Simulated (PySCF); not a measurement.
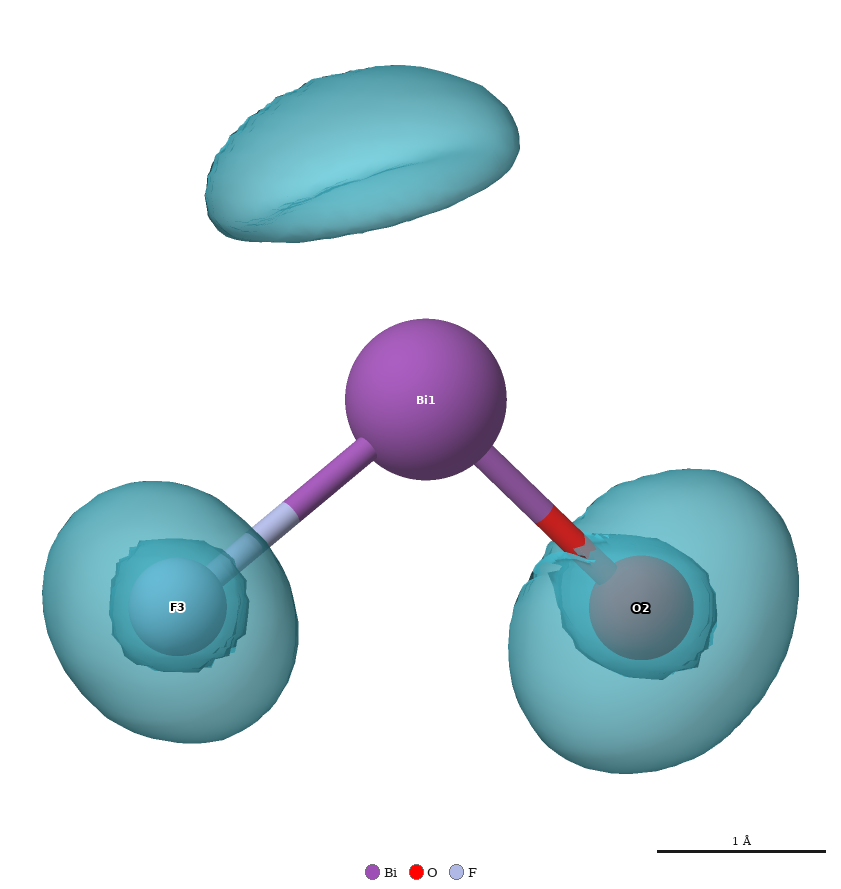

*BiFO. Isosurface of the ELF at 0.75 (cyan), seen at an oblique angle. Only the valence region is drawn (cores and ρ < 0.01 e/Å³ removed).*

Core potentials replace the inner electrons of Bi.

Method: RKS PBE0, Bi def2-SVP with ECP60, O def2-SVP, F def2-SVP; non-relativistic Hamiltonian with scalar-relativistic core potentials where named; density fitting in PySCF 2.14.0.

Q: Where are the electrons localised?

A: The ELF exceeds this value in one lobe on Bi, pointing away from the bonds (lone pairs), one region wrapped around F (its valence shell) and one region wrapped around O (its valence shell). Along the contacts the grid gives the following. Bi–O (1.91 Å): the ELF peaks at about 0.80 in the valence shell of O, 0.5 Å from its nucleus, and drops to about 0.20 between the two atoms. Bi–F (2.04 Å): the ELF peaks at about 0.80 in the valence shell of F, 0.5 Å from its nucleus, and drops to about 0.15 between the two atoms.
